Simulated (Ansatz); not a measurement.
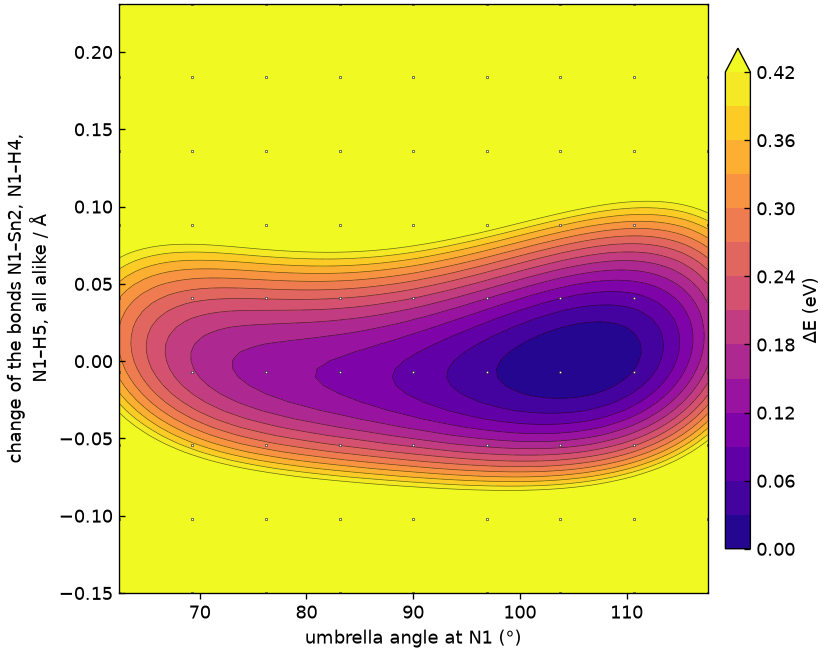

ClH₃NSn, SMILES [NH2][SnH][Cl], spin multiplicity 2. Coordinates scanned: (1) umbrella angle at N1 (between each of its bonds and their common axis; 90 is planar); (2) change of the bonds N1–Sn2, N1–H4, N1–H5, all alike. Nothing is relaxed (all other coordinates rigid). The grid has 9 × 9 points. Points are written as (first, second). Energies: eV, counted from the relaxed molecule at the same level. Method: Ansatz 0.2.0, UKS wB97M-V/def2-SVP.

Drawn: filled contours, dots at the grid points, one colour for all values above the top of the scale. Between grid points the surface is interpolated.

Estimate the position of the minimum and the force constants in these coordinates.

Answer. The interpolated minimum is at the first coordinate ≈ 105.6°, the second coordinate ≈ 0.000 Å. The curvatures there are about 5.1 eV/rad² and 106 eV/Å², with a cross term of about −6.5 eV/(rad·Å). Round the minimum the valley is somewhat tilted: raising the first coordinate shifts the best value of the second coordinate upwards (coupling k₁₂/√(k₁₁k₂₂) about −0.3).
